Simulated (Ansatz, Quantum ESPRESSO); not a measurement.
# SrVO3 in the perovskite structure: Hubbard U from linear response, part 4 of 4

Linear response gives U from how a shell's filling answers a small shift of its potential. The runs below do this for SrVO3 in the perovskite structure.

functionals named at each step; plane waves, U on orthogonalised atomic orbitals unless named otherwise, collinear spin, no spin–orbit coupling.

So far, computed U (eV): step 4 (PBEsol, q = 0 alone, QE, GBRV, PBEsol+U(LR), Quantum ESPRESSO) 5.05; step 12 (PBEsol, q-mesh 2×2×2, atomic projectors, QE, GBRV, PBEsol+U(LR), Quantum ESPRESSO) 4.99; step 13 (PBEsol, q-mesh 2×2×2, with ligand U, QE, GBRV, PBEsol+U(LR,d,p), Quantum ESPRESSO) 7.05; step 14 (PBEsol, q-mesh 2×2×2, isotropic strain to volume × 0.95, QE, GBRV, PBEsol+U(LR), Quantum ESPRESSO) 6.28; step 15 (PBEsol, q-mesh 2×2×2, isotropic strain to volume × 1.05, QE, GBRV, PBEsol+U(LR), Quantum ESPRESSO) .

## 16. PBE, q-mesh 2×2×2, QE, GBRV

Level of this step: PBE with U on V d by linear response, ortho-atomic projectors, GBRV potentials (Quantum ESPRESSO).

U mends what the functional lacks, so it depends on the functional. hp.x does this by perturbation theory on a saved ground state with a vanishing U. Its pw.x runs are not shown.

The potential files are GBRV's for PBE; pw.x takes the functional from them. The tables below number the atoms in the order of the source structure, while pw.in lists the atoms with a U first.

File hp.in:

```
&inputhp
  prefix = 'pw'
  outdir = './tmp/'
  nq1 = 2, nq2 = 2, nq3 = 2
  conv_thr_chi = 1.0e-06
  iverbosity = 2
/
```

Started as:

```bash
$ OMP_NUM_THREADS=1 mpirun -n 8 hp.x -nk 8 -in hp.in > hp.out
```

What it wrote:

```text
[banner, memory and clock lines left out]
Program HP v.7.5 starts
[...]
Calculation of Hubbard parameters using the HP code based on DFPT
[...]
Exchange-correlation= PBE
[...]
unit-cell volume          =      373.1997 (a.u.)^3
     number of atoms/cell      =             5
[...]
Input Hubbard parameters (in eV):
[...]
The grid of q-points ( 2, 2, 2)  (  4 q-points ) :
[...]
chi:   1  -0.1368909957   residue:    0.0000059784
[...]
atom #  1   q point #   4   iter #  13
      chi:   1  -0.1368911495   residue:    0.0000001538
[...]
CONVERGENCE HAS BEEN REACHED
[...]
q #   1 =  0.000000000   0.000000000   0.000000000
[...]
q #   2 =  0.000000000   0.000000000  -0.500000000
[...]
q #   3 =  0.000000000  -0.500000000  -0.500000000
[...]
q #   4 = -0.500000000  -0.500000000  -0.500000000
[...]
Post-processing calculation of Hubbard parameters ...
[...]
```

Elapsed: 3.1 min, on 8 MPI ranks of Arm Neoverse V2, shared host; peak memory 0.99 GiB.

Site by site:

```csv
site,electrons,χ₀ (1/eV),χ (1/eV),U (eV)
V (site 1 of hp.x),3.388,-1.441,-0.1411,6.25
```

For V the on-site elements alone give 1/χ₀ − 1/χ = 6.39 eV, and the program reports 6.25 eV from the full matrices.

Hubbard_parameters.dat:

```text
=-------------------------------------------------------------------------------=

                                 Hubbard U parameters:

       site n.  type  label  spin  new_type  new_label  manifold  Hubbard U (eV)
         1        1   V        1      1         V          3d       6.2487

  =-------------------------------------------------------------------------------=

          chi0 matrix :
   -1.440837    0.089949    0.089949    0.187752    0.089949    0.187752    0.187752    0.168652

    0.089949   -1.440837    0.187752    0.089949    0.187752    0.089949    0.168652    0.187752

    0.089949    0.187752   -1.440837    0.089949    0.187752    0.168652    0.089949    0.187752

    0.187752    0.089949    0.089949   -1.440837    0.168652    0.187752    0.187752    0.089949

    0.089949    0.187752    0.187752    0.168652   -1.440837    0.089949    0.089949    0.187752

    0.187752    0.089949    0.168652    0.187752    0.089949   -1.440837    0.187752    0.089949

    0.187752    0.168652    0.089949    0.187752    0.089949    0.187752   -1.440837    0.089949

    0.168652    0.187752    0.187752    0.089949    0.187752    0.089949    0.089949   -1.440837

          chi matrix :
   -0.141104   -0.000656   -0.000656    0.001259   -0.000656    0.001259    0.001259    0.001533

   -0.000656   -0.141104    0.001259   -0.000656    0.001259   -0.000656    0.001533    0.001259

   -0.000656    0.001259   -0.141104   -0.000656    0.001259    0.001533   -0.000656    0.001259

    0.001259   -0.000656   -0.000656   -0.141104    0.001533    0.001259    0.001259   -0.000656

   -0.000656    0.001259    0.001259    0.001533   -0.141104   -0.000656   -0.000656    0.001259

    0.001259   -0.000656    0.001533    0.001259   -0.000656   -0.141104    0.001259   -0.000656

    0.001259    0.001533   -0.000656    0.001259   -0.000656    0.001259   -0.141104   -0.000656

    0.001533    0.001259    0.001259   -0.000656    0.001259   -0.000656   -0.000656   -0.141104

        chi0^{-1} matrix :
   -0.841263   -0.182270   -0.182270   -0.225797   -0.182270   -0.225797   -0.225797   -0.212013

   -0.182270   -0.841263   -0.225797   -0.182270   -0.225797   -0.182270   -0.212013   -0.225797

   -0.182270   -0.225797   -0.841263   -0.182270   -0.225797   -0.212013   -0.182270   -0.225797

   -0.225797   -0.182270   -0.182270   -0.841263   -0.212013   -0.225797   -0.225797   -0.182270

   -0.182270   -0.225797   -0.225797   -0.212013   -0.841263   -0.182270   -0.182270   -0.225797

   -0.225797   -0.182270   -0.212013   -0.225797   -0.182270   -0.841263   -0.225797   -0.182270

   -0.225797   -0.212013   -0.182270   -0.225797   -0.182270   -0.225797   -0.841263   -0.182270

   -0.212013   -0.225797   -0.225797   -0.182270   -0.225797   -0.182270   -0.182270   -0.841263

        chi^{-1} matrix :
   -7.089985    0.032766    0.032766   -0.064024    0.032766   -0.064024   -0.064024   -0.075281

    0.032766   -7.089985   -0.064024    0.032766   -0.064024    0.032766   -0.075281   -0.064024

    0.032766   -0.064024   -7.089985    0.032766   -0.064024   -0.075281    0.032766   -0.064024

   -0.064024    0.032766    0.032766   -7.089985   -0.075281   -0.064024   -0.064024    0.032766

    0.032766   -0.064024   -0.064024   -0.075281   -7.089985    0.032766    0.032766   -0.064024
```

U on V is 6.25 eV here against 6.29 eV (-0.7 %) in the run that differs in the functional alone (PBEsol, q-mesh 2×2×2, QE, GBRV), at 1.2 times its CPU time (pw.x runs counted). The responses were measured on unlike states (ferromagnetic, 0.3 μB against non-magnetic), so the shift is not from that alone.

The response is measured on a state that is ferromagnetic, 0.3 μB.

## 17. PBEsol, q-mesh 3×3×3, QE, GBRV

A mesh of wavevectors stands for a supercell in which the shifted site is farther from its images. hp.x does this by perturbation theory on a saved ground state with a vanishing U. Its pw.x runs are not shown.

The potential files are GBRV's for PBEsol; pw.x takes the functional from them. The tables below number the atoms in the order of the source structure, while pw.in lists the atoms with a U first.

File hp.in:

```
&inputhp
  prefix = 'pw'
  outdir = './tmp/'
  nq1 = 3, nq2 = 3, nq3 = 3
  conv_thr_chi = 1.0e-06
  iverbosity = 2
/
```

What it wrote:

```text
[banner, memory and clock lines left out]
Program HP v.7.5 starts
[...]
Calculation of Hubbard parameters using the HP code based on DFPT
[...]
Exchange-correlation= PBESOL
[...]
unit-cell volume          =      373.1997 (a.u.)^3
     number of atoms/cell      =             5
[...]
Input Hubbard parameters (in eV):
[...]
The grid of q-points ( 3, 3, 3)  (  4 q-points ) :
[...]
chi:   1  -0.1426487213   residue:    0.0000015589
[...]
atom #  1   q point #   4   iter #  18
      chi:   1  -0.1426480640   residue:    0.0000006573
[...]
CONVERGENCE HAS BEEN REACHED
[...]
q #   1 =  0.000000000   0.000000000   0.000000000
[...]
q #   2 =  0.000000000   0.000000000   0.333333333
[...]
q #   3 =  0.000000000   0.333333333   0.333333333
[...]
q #   4 =  0.333333333   0.333333333   0.333333333
[...]
Post-processing calculation of Hubbard parameters ...
[...]
```

Elapsed: 4.4 min, on 8 MPI ranks; peak memory 1 GiB.

The response of each shell:

```csv
site,electrons,χ₀ (1/eV),χ (1/eV),U (eV)
V (site 1 of hp.x),3.407,-1.769,-0.1424,6.41
```

For V the on-site elements alone give 1/χ₀ − 1/χ = 6.46 eV, and the program reports 6.41 eV from the full matrices.

U on V is 6.41 eV here against 6.29 eV (+2 %) in the run that differs in the way the response is sampled alone (PBEsol, q-mesh 2×2×2, QE, GBRV), at 1.8 times its CPU time (pw.x runs counted).

The response is measured on a state that is non-magnetic.

## 18. Comparison

```csv
run,k-mesh,state of the response,U(V) (eV),largest moment at that U (μB),CPU time
"PBEsol, q = 0 alone, QE, GBRV",5×5×5,"ferromagnetic, 0.6 μB",5.05,0.99,3.7 min
"PBEsol, q-mesh 2×2×2, QE, GBRV",6×6×6,non-magnetic,6.29,1.06,21 min
"PBEsol, q-mesh 2×2×2, with V, QE, GBRV",6×6×6,non-magnetic,7.05,-,57 min
"PBEsol, q-mesh 2×2×2, from U = 3 eV, QE, GBRV",6×6×6,"ferromagnetic, 0.9 μB",6.47,1.08,21 min
"PBEsol, q-mesh 2×2×2, QE, PseudoDojo",6×6×6,"ferromagnetic, 0.3 μB",5.82,1.05,37 min
"PBEsol, q-mesh 2×2×2, atomic projectors, QE, GBRV",6×6×6,non-magnetic,4.99,1.01,22 min
"PBEsol, q-mesh 2×2×2, with ligand U, QE, GBRV",6×6×6,non-magnetic,7.05,1.09,53 min
"PBEsol, q-mesh 2×2×2, isotropic strain to volume × 0.95, QE, GBRV",6×6×6,non-magnetic,6.28,1.00,17 min
"PBEsol, q-mesh 2×2×2, isotropic strain to volume × 1.05, QE, GBRV",6×6×6,"ferromagnetic, 0.3 μB",6.25,1.13,26 min
"PBE, q-mesh 2×2×2, QE, GBRV",6×6×6,"ferromagnetic, 0.3 μB",6.25,1.08,26 min
"PBEsol, q-mesh 3×3×3, QE, GBRV",6×6×6,non-magnetic,6.41,1.07,39 min
```

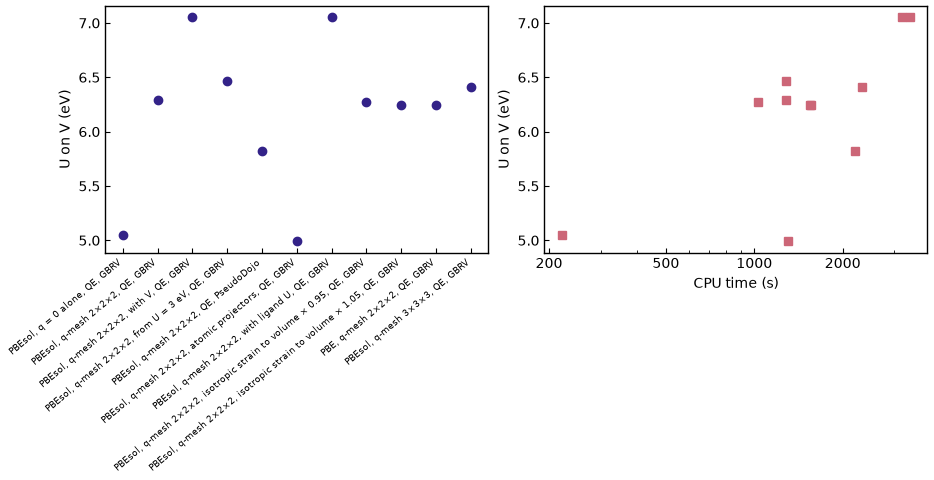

Computed U by run, and against cost.

## 19. Results

```json
{"V to the nearest ligands (q-mesh 2×2×2)": "1.26 eV", "range of U(V) over these recipes": "4.99 to 7.05 eV"}
```

What this shows: Linear response puts U for V in SrVO3 in the perovskite structure at 6.4 eV (PBEsol, q-mesh 3×3×3, QE, GBRV), and the recipes tried spread from 5.0 to 7.1 eV. With q = 0 alone hp.x shifts all images of a site together, so that value is not converged; nor was the finest mesh tested against a denser one. As a rule V settles more slowly with the mesh of wavevectors than U does. The response was measured on a state whose moment differs from the one chosen first, and U belongs to that state. The magnetic states on which the responses were measured: ferromagnetic, 0.6 μB, non-magnetic, ferromagnetic, 0.9 μB and ferromagnetic, 0.3 μB; 1 start finished among the 1 run to choose the order. The cell was built from a prototype and relaxed; a distortion that needs a larger cell, or another structure that the compound may prefer, is not captured.

[Logs and program files are shortened in this print: banners, set-up blocks, solver, clock and traceback lines can be left out without a mark of their own.]

[Logs are printed without paths, hosts, clocks, repeated set-up lines and the standing remarks that a program may print on its own settings, such as how far it seeks lower states.]

[Hosts, paths, dates, database ids (printed as entryN), source tags and the programs' standing remarks are cut or masked in the printed files.]

[Where a cell is said to come from a database of computed structures, the database is the Materials Project.]
